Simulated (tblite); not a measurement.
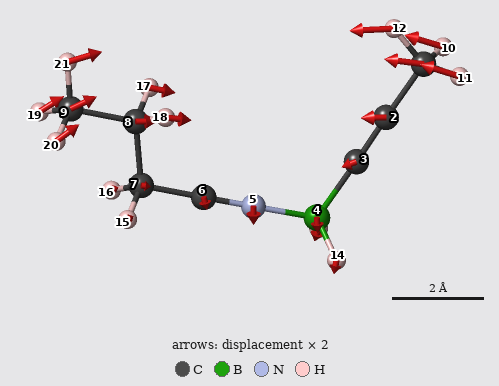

A relaxation of C7H12BN. The starting structure is drawn; red arrows show the displacements, magnified 2 times. The two geometries are superimposed by the best rigid fit.

The picture is a ball-and-stick view, seen at a tilt.

Theory: GFN2-xTB geometry optimisation, gas phase in tblite. 

Describe the change and its energy.

An H atom moves most after the best rigid fit: 0.51 Å. Largest moves by element: H 0.51 Å, C 0.46 Å, N 0.22 Å, B 0.18 Å. Near-neighbour distances that change, for instance: C–H 1.120 → 1.087 Å, C–C 1.462 → 1.434 Å, B–H 1.173 → 1.194 Å, C–C 1.469 → 1.453 Å. Bond angles that change, for instance: C–B–N 110.0° → 103.8°, B–N–C 178.8° → 174.4°, C–B–H 108.6° → 113.0°. The energy falls by 3.76 kcal/mol in 83 geometry steps.
